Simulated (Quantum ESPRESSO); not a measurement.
## AlFe: spin spirals in supercells

Wanted: E(q) of AlFe at simple fractions of a reciprocal vector.

Method: LDA; plane waves with GBRV 1.5 LDA potentials, no spin-orbit coupling, flat spiral in a supercell, in Quantum ESPRESSO 7.5.

## Step 1: Set-up

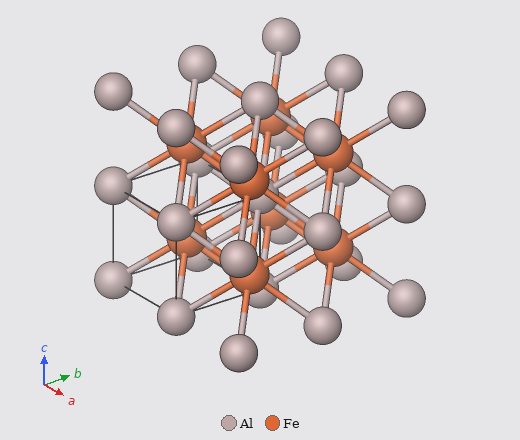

The cell as given, from a free direction (aluminium light grey, iron orange). 2×2×2 cells are drawn. Some periodic images of atoms are drawn too.

As a file:

```cif
data_structure
_symmetry_space_group_name_H-M 'P 1'
_symmetry_Int_Tables_number 1
_cell_length_a 2.9100
_cell_length_b 2.9100
_cell_length_c 2.9100
_cell_angle_alpha 90.000
_cell_angle_beta 90.000
_cell_angle_gamma 90.000
_cell_volume 24.64
loop_
_atom_site_label
_atom_site_type_symbol
_atom_site_fract_x
_atom_site_fract_y
_atom_site_fract_z
_atom_site_occupancy
Al1 Al 0.00000 0.00000 0.00000 1
Fe2 Fe 0.50000 0.50000 0.50000 1
```

The cell comes from the Crystallography Open Database.

## Step 2: Parallel moments, one cell

pw.in

```
&CONTROL
  calculation = 'scf'
  prefix = 'pwscf'
  outdir = './tmp'
  pseudo_dir = './pseudo'
  disk_io = 'nowf'
/
&SYSTEM
  ibrav = 0
  nat = 2
  ntyp = 2
  ecutwfc = 34
  ecutrho = 238
  nbnd = 32
  occupations = 'smearing'
  smearing = 'fd'
  degauss = 0.00734986
  noncolin = .true.
  starting_magnetization(1) = 0
  starting_magnetization(2) = 0.175
  angle1(2) = 90
  angle2(2) = 0
/
&ELECTRONS
  conv_thr = 2d-08
  electron_maxstep = 150
  mixing_beta = 0.3
/
ATOMIC_SPECIES
Al     26.9815 al_lda_v1.uspp.F.UPF
Fe     55.8450 fe_lda_v1.5.uspp.F.UPF
CELL_PARAMETERS bohr
   5.4991030227    0.0000000000    0.0000000000
   0.0000000000    5.4991030227    0.0000000000
   0.0000000000    0.0000000000    5.4991030227
ATOMIC_POSITIONS crystal
Al      0.0000000000    0.0000000000    0.0000000000
Fe      0.5000000000    0.5000000000    0.5000000000
K_POINTS automatic
6 12 6 0 0 0
```

Command:

```sh
> OMP_NUM_THREADS=1 mpirun -n 4 pw.x -nk 4 -in pw.in > pw.out
```

The program printed:

```text
Program PWSCF v.7.5 starts

     Message from routine setup:
     using ibrav=0 with symmetry is DISCOURAGED, use correct ibrav instead

     K-points division:     npool     =       4
     Subspace diagonalization in iterative solution of the eigenvalue problem:

     G-vector sticks info
     --------------------
     sticks:   dense  smooth     PW     G-vecs:    dense   smooth      PW
     Sum         577     333    109                10395     4457     895

     Using Slab Decomposition

     bravais-lattice index     =            0
     lattice parameter (alat)  =       5.4991  a.u.
     unit-cell volume          =     166.2936 (a.u.)^3
     number of atoms/cell      =            2
     number of atomic types    =            2
     number of electrons       =        19.00
     number of Kohn-Sham states=           32
     kinetic-energy cutoff     =      34.0000  Ry
     charge density cutoff     =     238.0000  Ry
     scf convergence threshold =      2.0E-08
     mixing beta               =       0.3000
     number of iterations used =            8  plain     mixing
     Exchange-correlation=  SLA  PZ   NOGX NOGC
                           (   1   1   0   0   0   0   0)
     Noncollinear calculation without spin-orbit

     celldm(1)=   5.499103  celldm(2)=   0.000000  celldm(3)=   0.000000
     celldm(4)=   0.000000  celldm(5)=   0.000000  celldm(6)=   0.000000

     crystal axes: (cart. coord. in units of alat)
               a(1) = (   1.000000   0.000000   0.000000 )
               a(2) = (   0.000000   1.000000   0.000000 )
               a(3) = (   0.000000   0.000000   1.000000 )

     reciprocal axes: (cart. coord. in units 2 pi/alat)
               b(1) = (  1.000000  0.000000  0.000000 )
               b(2) = (  0.000000  1.000000  0.000000 )
               b(3) = (  0.000000  0.000000  1.000000 )

     PseudoPot. # 1 for Al read from file:
     al_lda_v1.uspp.F.UPF
     Pseudo is Ultrasoft + core correction, Zval =  3.0
     Generated by new atomic code, or converted to UPF format
     Using radial grid of  893 points,  3 beta functions with:
                l(1) =   0
                l(2) =   1
                l(3) =   2
     Q(r) pseudized with  8 coefficients,  rinner =    0.900   0.900   0.900
                                                       0.900   0.900

     PseudoPot. # 2 for Fe read from file:
     fe_lda_v1.5.uspp.F.UPF
     Pseudo is Ultrasoft + core correction, Zval = 16.0
     Generated by new atomic code, or converted to UPF format
     Using radial grid of  861 points,  6 beta functions with:
                l(1) =   0
                l(2) =   0
                l(3) =   1
                l(4) =   1
                l(5) =   2
                l(6) =   2
     Q(r) pseudized with  8 coefficients,  rinner =    1.000   1.000   1.000
                                                       1.000   1.000

     atomic species   valence    mass     pseudopotential
     Al                3.00    26.98150     Al( 1.00)
     Fe               16.00    55.84500     Fe( 1.00)

     16 Sym. Ops., with inversion, found

   Cartesian axes

     site n.     atom                  positions (alat units)
         1        Al     tau(   1) = (   0.0000000   0.0000000   0.0000000  )
         2        Fe     tau(   2) = (   0.5000000   0.5000000   0.5000000  )

     number of k points=   118  Fermi-Dirac smearing, width (Ry)=  0.0073

     Number of k-points >= 100: set verbosity='high' to print them.

     Dense  grid:    10395 G-vectors     FFT dimensions: (  27,  27,  27)

     Smooth grid:     4457 G-vectors     FFT dimensions: (  24,  24,  24)

     Check: negative core charge=   -0.000020
     Generating pointlists ...
     new r_m :   0.3572 (alat units)  1.9645 (a.u.) for type    1
     new r_m :   0.3572 (alat units)  1.9645 (a.u.) for type    2

     Initial potential from superposition of free atoms

     starting charge      17.9978, renormalised to      19.0000

 ==============================================================================
     atom number    1 relative position :    0.0000   0.0000   0.0000
     charge :     1.475368  (integrated on a sphere of radius 0.357)
     magnetization :          0.046762    0.000000    0.000000
     magnetization/charge:    0.031695    0.000000    0.000000
     polar coord.: r, theta, phi [deg] :     0.046762   90.000000    0.000000

 ==============================================================================

 ==============================================================================
     atom number    2 relative position :    0.5000   0.5000   0.5000
     charge :    14.744676  (integrated on a sphere of radius 0.357)
     magnetization :          2.499723    0.000000    0.000000
     magnetization/charge:    0.169534    0.000000    0.000000
     polar coord.: r, theta, phi [deg] :     2.499723   90.000000    0.000000

 ==============================================================================
     Starting wfcs are   34 randomized atomic wfcs

     Self-consistent Calculation

     iteration #  1     ecut=    34.00 Ry     beta= 0.30
     Davidson diagonalization with overlap
     ethr =  1.00E-02,  avg # of iterations =  4.6

     total energy              =    -255.86657659 Ry
     estimated scf accuracy    <       3.53079947 Ry

     total magnetization       =     1.02     0.00    -0.00 Bohr mag/cell
     absolute magnetization    =     1.35 Bohr mag/cell

     iteration #  2     ecut=    34.00 Ry     beta= 0.30
     Davidson diagonalization with overlap
     ethr =  1.00E-02,  avg # of iterations =  2.4

     total energy              =    -256.50431089 Ry
     estimated scf accuracy    <       4.30784187 Ry

     total magnetization       =     0.57    -0.00    -0.00 Bohr mag/cell
     absolute magnetization    =     0.88 Bohr mag/cell

     iteration #  3     ecut=    34.00 Ry     beta= 0.30
     Davidson diagonalization with overlap
     ethr =  1.00E-02,  avg # of iterations =  1.3

     total energy              =    -256.98982302 Ry
     estimated scf accuracy    <       0.03414665 Ry

     total magnetization       =     1.38    -0.00    -0.00 Bohr mag/cell
     absolute magnetization    =     1.63 Bohr mag/cell

     [... further iterations left out ...]

     iteration # 21     ecut=    34.00 Ry     beta= 0.30
     Davidson diagonalization with overlap
     ethr =  3.19E-09,  avg # of iterations =  2.0

     total energy              =    -257.00473602 Ry
     estimated scf accuracy    <       0.00000011 Ry

     total magnetization       =     0.66     0.00     0.00 Bohr mag/cell
     absolute magnetization    =     0.74 Bohr mag/cell

     iteration # 22     ecut=    34.00 Ry     beta= 0.30
     Davidson diagonalization with overlap
     ethr =  5.88E-10,  avg # of iterations =  1.5

     total energy              =    -257.00473602 Ry
     estimated scf accuracy    <       0.00000009 Ry

     total magnetization       =     0.66    -0.00    -0.00 Bohr mag/cell
     absolute magnetization    =     0.74 Bohr mag/cell

     iteration # 23     ecut=    34.00 Ry     beta= 0.30
     Davidson diagonalization with overlap
     ethr =  4.79E-10,  avg # of iterations =  1.0

     total energy              =    -257.00473602 Ry
     estimated scf accuracy    <       0.00000003 Ry

     total magnetization       =     0.66     0.00    -0.00 Bohr mag/cell
     absolute magnetization    =     0.74 Bohr mag/cell

     iteration # 24     ecut=    34.00 Ry     beta= 0.30
     Davidson diagonalization with overlap
     ethr =  1.79E-10,  avg # of iterations =  1.2

 ==============================================================================
     atom number    1 relative position :    0.0000   0.0000   0.0000
     charge :     1.320681  (integrated on a sphere of radius 0.357)
     magnetization :         -0.022796   -0.000000   -0.000000
     magnetization/charge:   -0.017261   -0.000000   -0.000000
     polar coord.: r, theta, phi [deg] :     0.022796   90.000000 -180.000000

 ==============================================================================

 ==============================================================================
     atom number    2 relative position :    0.5000   0.5000   0.5000
     charge :    14.632839  (integrated on a sphere of radius 0.357)
     magnetization :          0.684517    0.000000    0.000000
     magnetization/charge:    0.046780    0.000000    0.000000
     polar coord.: r, theta, phi [deg] :     0.684517   90.000000    0.000000

 ==============================================================================

     End of self-consistent calculation

     Number of k-points >= 100: set verbosity='high' to print the bands.

     the Fermi energy is    12.9634 ev

!    total energy              =    -257.00473602 Ry
     estimated scf accuracy    <          2.1E-09 Ry
     smearing contrib. (-TS)   =      -0.00578770 Ry
     internal energy E=F+TS    =    -256.99894832 Ry

     The total energy is F=E-TS. E is the sum of the following terms:
     one-electron contribution =    -164.17550177 Ry
     hartree contribution      =      91.03353803 Ry
     xc contribution           =     -33.12882366 Ry
     ewald contribution        =    -150.72816093 Ry

     total magnetization       =     0.66     0.00     0.00 Bohr mag/cell
     absolute magnetization    =     0.74 Bohr mag/cell

     convergence has been achieved in  24 iterations

=------------------------------------------------------------------------------=
   JOB DONE.
=------------------------------------------------------------------------------=
```

The job ended after 39 s (4 MPI ranks of Arm Neoverse V1, shared host; peak memory 0.31 GiB; 2.6 min of CPU time).

Spin moment in the atom's sphere by atom:

```
atom  x (μB)  y (μB)  z (μB)   size
 Al1  -0.023   0.000   0.000  0.023
 Fe2   0.684   0.000   0.000  0.684
```

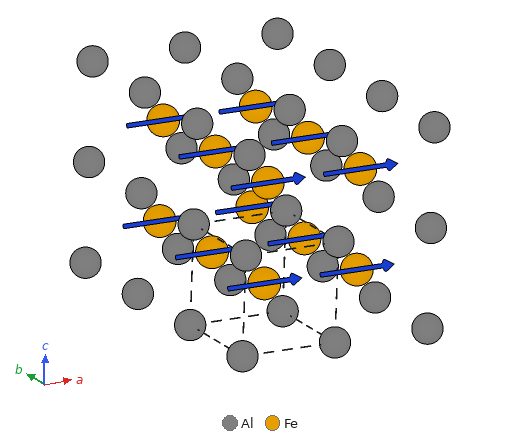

Spin moment in the atom's sphere as arrows, the longest 0.684 μB. 2×3×2 cells are drawn. Some periodic images of atoms are drawn too.

Numbers from this step:

| Item | Value |
| --- | --- |
| smearing term TS | 0.07875 eV |
| magnetization | 0.658, 0, 0 μB |
| absolute magnetization | 0.742 μB |
| final state | ferromagnetic |

## Step 3: One turn in 2 cells along the input cell's b

Neighbouring cells are turned by 180° in the xy plane; the cell holds 4 atoms.

pw.in

```
&CONTROL
  calculation = 'scf'
  prefix = 'pwscf'
  outdir = './tmp'
  pseudo_dir = './pseudo'
  disk_io = 'nowf'
/
&SYSTEM
  ibrav = 0
  nat = 4
  ntyp = 4
  ecutwfc = 34
  ecutrho = 238
  nbnd = 54
  occupations = 'smearing'
  smearing = 'fd'
  degauss = 0.00734986
  noncolin = .true.
  starting_magnetization(1) = 0
  starting_magnetization(2) = 0
  starting_magnetization(3) = 0.175
  angle1(3) = 90
  angle2(3) = 90
  starting_magnetization(4) = 0.175
  angle1(4) = 90
  angle2(4) = -90
/
&ELECTRONS
  conv_thr = 4d-08
  electron_maxstep = 150
  mixing_beta = 0.3
/
ATOMIC_SPECIES
Al1    26.9815 al_lda_v1.uspp.F.UPF
Al2    26.9815 al_lda_v1.uspp.F.UPF
Fe1    55.8450 fe_lda_v1.5.uspp.F.UPF
Fe2    55.8450 fe_lda_v1.5.uspp.F.UPF
CELL_PARAMETERS bohr
   5.4991030227    0.0000000000    0.0000000000
   0.0000000000   10.9982060453    0.0000000000
   0.0000000000    0.0000000000    5.4991030227
ATOMIC_POSITIONS crystal
Al1     0.0000000000    0.0000000000    0.0000000000
Al2     0.0000000000    0.5000000000    0.0000000000
Fe1     0.5000000000    0.2500000000    0.5000000000
Fe2     0.5000000000    0.7500000000    0.5000000000
K_POINTS automatic
6 6 6 0 0 0
```

The program printed:

```text
     [... lines left out ...]
Program PWSCF v.7.5 starts
     [... lines left out ...]
     number of atoms/cell      =            4
     [... lines left out ...]
     number of electrons       =        38.00
     number of Kohn-Sham states=           54
     kinetic-energy cutoff     =      34.0000  Ry
     charge density cutoff     =     238.0000  Ry
     scf convergence threshold =      4.0E-08
     [... lines left out ...]
     Noncollinear calculation without spin-orbit
     [... lines left out ...]
      8 Sym. Ops. (no inversion) found
     [... lines left out ...]
     number of k points=    42  Fermi-Dirac smearing, width (Ry)=  0.0073
     [... lines left out ...]
     iteration # 21     ecut=    34.00 Ry     beta= 0.30
     [... lines left out ...]
     atom number    1 relative position :    0.0000   0.0000   0.0000
     [... lines left out ...]
     magnetization :         -0.000000    0.000006    0.000000
     [... lines left out ...]
     atom number    2 relative position :    0.0000   1.0000   0.0000
     [... lines left out ...]
     magnetization :         -0.000000    0.000006    0.000000
     [... lines left out ...]
     atom number    3 relative position :    0.5000   0.5000   0.5000
     [... lines left out ...]
     magnetization :         -0.000000    0.701597    0.000000
     [... lines left out ...]
     atom number    4 relative position :    0.5000   1.5000   0.5000
     [... lines left out ...]
     magnetization :          0.000000   -0.701655   -0.000000
     [... lines left out ...]
     the Fermi energy is    12.9510 ev
!    total energy              =    -514.00867372 Ry
     estimated scf accuracy    <       0.00000004 Ry
     smearing contrib. (-TS)   =      -0.01164128 Ry
     [... lines left out ...]
     total magnetization       =     0.00    -0.00    -0.00 Bohr mag/cell
     absolute magnetization    =     1.52 Bohr mag/cell
     convergence has been achieved in  21 iterations
```

The job ended after 58 s (4 MPI ranks; peak memory 0.42 GiB).

Spin moment in the atom's sphere by atom:

```csv
atom,x (μB),y (μB),z (μB),size
Al1,0.000,0.000,0.000,0.000
Al2,0.000,0.000,0.000,0.000
Fe3,0.000,0.702,0.000,0.702
Fe4,0.000,-0.702,0.000,0.702
```

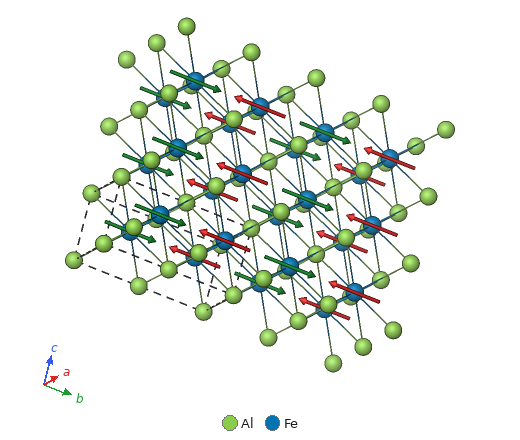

Spin moment in the atom's sphere as arrows, the longest 0.702 μB. The two directions have two colours. 2×2×3 cells are drawn. Some periodic images of atoms are drawn too.

Read from the output:

- smearing term TS: 0.1584 eV
- magnetization: 0, 0, 0 μB
- absolute magnetization: 1.52 μB
- final state: antiferromagnetic

## Step 4: One turn in 3 cells along the input cell's b

Neighbouring cells are turned by 120° in the xy plane; the cell holds 6 atoms.

pw.in

```
&CONTROL
  calculation = 'scf'
  prefix = 'pwscf'
  outdir = './tmp'
  pseudo_dir = './pseudo'
  disk_io = 'nowf'
/
&SYSTEM
  ibrav = 0
  nat = 6
  ntyp = 6
  ecutwfc = 34
  ecutrho = 238
  nbnd = 78
  occupations = 'smearing'
  smearing = 'fd'
  degauss = 0.00734986
  noncolin = .true.
  starting_magnetization(1) = 0
  starting_magnetization(2) = 0
  starting_magnetization(3) = 0
  starting_magnetization(4) = 0.175
  angle1(4) = 90
  angle2(4) = 60
  starting_magnetization(5) = 0.175
  angle1(5) = 90
  angle2(5) = 180
  starting_magnetization(6) = 0.175
  angle1(6) = 90
  angle2(6) = -60
/
&ELECTRONS
  conv_thr = 6d-08
  electron_maxstep = 150
  mixing_beta = 0.3
/
ATOMIC_SPECIES
Al1    26.9815 al_lda_v1.uspp.F.UPF
Al2    26.9815 al_lda_v1.uspp.F.UPF
Al3    26.9815 al_lda_v1.uspp.F.UPF
Fe1    55.8450 fe_lda_v1.5.uspp.F.UPF
Fe2    55.8450 fe_lda_v1.5.uspp.F.UPF
Fe3    55.8450 fe_lda_v1.5.uspp.F.UPF
CELL_PARAMETERS bohr
   5.4991030227    0.0000000000    0.0000000000
   0.0000000000   16.4973090680    0.0000000000
   0.0000000000    0.0000000000    5.4991030227
ATOMIC_POSITIONS crystal
Al1     0.0000000000    0.0000000000    0.0000000000
Al2     0.0000000000    0.3333333333    0.0000000000
Al3     0.0000000000    0.6666666667    0.0000000000
Fe1     0.5000000000    0.1666666667    0.5000000000
Fe2     0.5000000000    0.5000000000    0.5000000000
Fe3     0.5000000000    0.8333333333    0.5000000000
K_POINTS automatic
6 4 6 0 0 0
```

The program printed:

```text
     [... lines left out ...]
Program PWSCF v.7.5 starts
     [... lines left out ...]
     number of atoms/cell      =            6
     [... lines left out ...]
     number of electrons       =        57.00
     number of Kohn-Sham states=           78
     kinetic-energy cutoff     =      34.0000  Ry
     charge density cutoff     =     238.0000  Ry
     scf convergence threshold =      6.0E-08
     [... lines left out ...]
     Noncollinear calculation without spin-orbit
     [... lines left out ...]
      2 Sym. Ops. (no inversion) found
     [... lines left out ...]
     number of k points=    84  Fermi-Dirac smearing, width (Ry)=  0.0073
     [... lines left out ...]
     iteration # 22     ecut=    34.00 Ry     beta= 0.30
     [... lines left out ...]
     atom number    1 relative position :    0.0000   0.0000   0.0000
     [... lines left out ...]
     magnetization :         -0.012482    0.000006   -0.000000
     [... lines left out ...]
     atom number    2 relative position :    0.0000   1.0000   0.0000
     [... lines left out ...]
     magnetization :          0.006201   -0.010815   -0.000000
     [... lines left out ...]
     atom number    3 relative position :    0.0000   2.0000   0.0000
     [... lines left out ...]
     magnetization :          0.006195    0.010814   -0.000000
     [... lines left out ...]
     atom number    4 relative position :    0.5000   0.5000   0.5000
     [... lines left out ...]
     magnetization :          0.346812    0.601149    0.000000
     [... lines left out ...]
     atom number    5 relative position :    0.5000   1.5000   0.5000
     [... lines left out ...]
     magnetization :         -0.692681    0.000182    0.000000
     [... lines left out ...]
     atom number    6 relative position :    0.5000   2.5000   0.5000
     [... lines left out ...]
     magnetization :          0.347095   -0.601319   -0.000000
     [... lines left out ...]
     the Fermi energy is    12.9565 ev
!    total energy              =    -771.01341548 Ry
     estimated scf accuracy    <       0.00000004 Ry
     smearing contrib. (-TS)   =      -0.01756316 Ry
     [... lines left out ...]
     total magnetization       =     0.00     0.00    -0.00 Bohr mag/cell
     absolute magnetization    =     2.27 Bohr mag/cell
     convergence has been achieved in  22 iterations
```

It took 3.9 min on 4 MPI ranks; peak memory 0.78 GiB; 16 min of CPU time.

Spin moment in the atom's sphere by atom:

| atom | x (μB) | y (μB) | z (μB) | size |
| --- | --- | --- | --- | --- |
| Al1 | -0.013 | 0.000 | 0.000 | 0.013 |
| Al2 | 0.006 | -0.011 | 0.000 | 0.012 |
| Al3 | 0.006 | 0.011 | 0.000 | 0.012 |
| Fe4 | 0.347 | 0.601 | 0.000 | 0.694 |
| Fe5 | -0.693 | 0.000 | 0.000 | 0.693 |
| Fe6 | 0.347 | -0.601 | 0.000 | 0.694 |

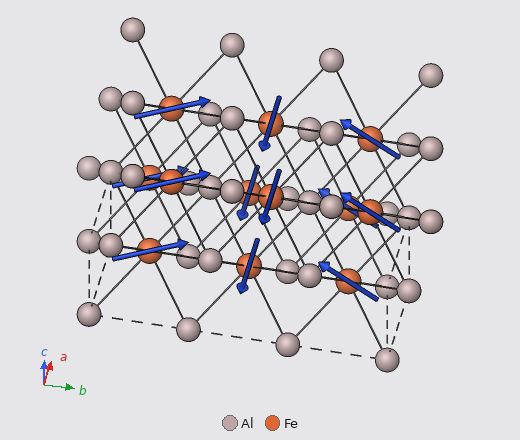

Spin moment in the atom's sphere as arrows, the longest 0.694 μB. 2×1×2 cells are drawn. Some periodic images of atoms are drawn too.

Read from the output:

* smearing term TS: 0.2390 eV
* magnetization: 0.001, 0, 0 μB
* absolute magnetization: 2.274 μB
* final state: non-collinear

(Part 1 of 2 ends here.)

[Logs and program files are shortened in this print: banners, set-up blocks, solver, clock and traceback lines can be left out without a mark of their own.]

[Logs are printed without paths, hosts, clocks, repeated set-up lines and the standing remarks that a program may print on its own settings, such as how far it seeks lower states.]

[Hosts, paths, dates, database ids (printed as entryN), source tags and the programs' standing remarks are cut or masked in the printed files.]

[Where a cell is said to come from a database of computed structures, the database is the Materials Project.]
